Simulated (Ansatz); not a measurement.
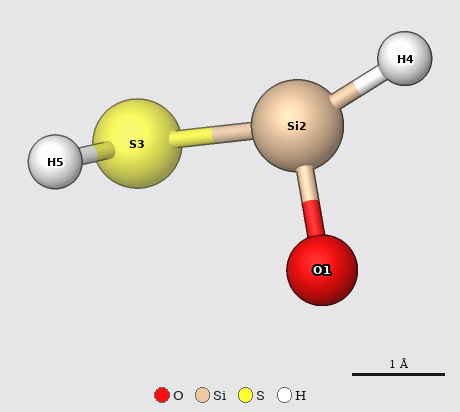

SiH$_{2}$SO, before the relaxation. The picture is a ball-and-stick view, seen at a tilt.

The run prepares an end point of a later path (hydrogen shift) calculation, from a guessed geometry.

The calculation used Ansatz 0.2.0, RKS PBE0/6-31G*.

Input
```yaml
crystal:
  periodic: [false, false, false]
  atoms:
    - { symbol: O, position_ang: [-1.2087, -0.7436, -0.4323] }
    - { symbol: Si, position_ang: [-0.7794, 0.8786, -0.2919] }
    - { symbol: S, position_ang: [1.0583, 0.7953, 0.7356] }
    - { symbol: H, position_ang: [-1.93275, 1.5999, -0.76424] }
    - { symbol: H, position_ang: [1.8254, 0.2976, -0.2793] }
basis:
  gaussian: { orbitals: "6-31G*" }
hamiltonian:
  xc: pbe0
relax:
  f_tol: 0.02
  max_steps: 50
output:
  orbitals: {}
```

Command:
```bash
ansatz run input.yaml --threads 1 --pin off --max-ram 2048MiB --backend cpu --events-out ev --progress --plain --runs-dir out
```

**Predict the outcome.**

Over 7 geometry steps the energy falls by 1.842 eV. Largest force component: 8.2 eV/Å at the start, 0.013 eV/Å at the end. S3 moves most after the best rigid fit: 0.71 Å. Largest moves by element: S 0.71 Å, H 0.53 Å, Si 0.31 Å, O 0.28 Å. Some distances before and after: O1–Si2 1.684 → 1.526 Å, Si2–H4 1.440 → 1.484 Å, S3–H5 1.366 → 1.347 Å, Si2–S3 2.107 → 2.103 Å. Bond angles that change, for instance: S3–Si2–H4 151.4° → 107.1°, O1–Si2–S3 103.0° → 126.4°, O1–Si2–H4 104.5° → 126.6°. Groups turn about Si2–S3 by about 65°. Cost: 27 s on 1 thread of Arm Neoverse N1, on a shared host, peak memory 0.12 GiB.

Final geometry:

```xyz
5

O    -1.1923   -0.8671   -0.6795
Si   -0.8274    0.5795   -0.3564
S     1.0659    1.2879    0.2231
H    -1.7388    1.7501   -0.3919
H     1.6554    0.0774    0.1725
```

After the run, drawn alike:

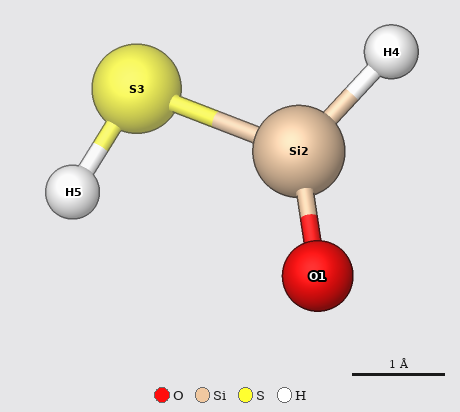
